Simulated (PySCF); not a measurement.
| atom | x (Å) | y (Å) | z (Å) |
| --- | --- | --- | --- |
| O | 0.5414 | -0.5120 | 2.0738 |
| Si | 0.5365 | 1.1191 | 2.5319 |
| O | 1.2196 | 1.5297 | 1.0377 |
| Si | 1.2366 | -0.1047 | 0.5816 |
| O | 0.3116 | -0.4432 | -0.6987 |
| Al | -0.8145 | -0.7699 | -1.9256 |
| O | -0.5498 | -2.1357 | -2.8836 |
| O | -2.1523 | 0.2254 | -2.2101 |
| H | 1.4148 | 1.4174 | 3.6927 |
| H | -0.8272 | 1.6758 | 2.7414 |
| H | 2.5952 | -0.6458 | 0.3850 |
| H | -1.1356 | -2.3950 | -3.5964 |
| H | -2.3654 | 1.0217 | -1.7223 |

Geometry: PBE0-D3(BJ)/def2-SVP.

Level of theory: PBE0/pcSseg-1, SCF density, gas phase, non-relativistic (PySCF 2.14.0).

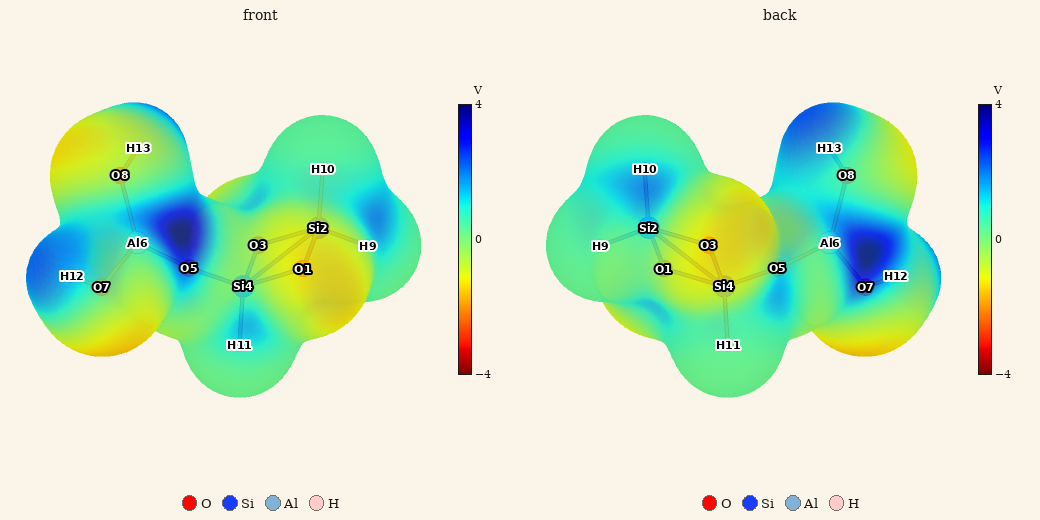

AlH5O5Si2. The electrostatic potential painted on the density surface at 0.002 e/bohr³, seen from the front and from behind; red is negative and blue positive.

> Where is the surface potential most negative and most positive?

The most negative region (about −1.5 V) lies over O1 and O7, the most positive (about +3.8 V) over Al6.
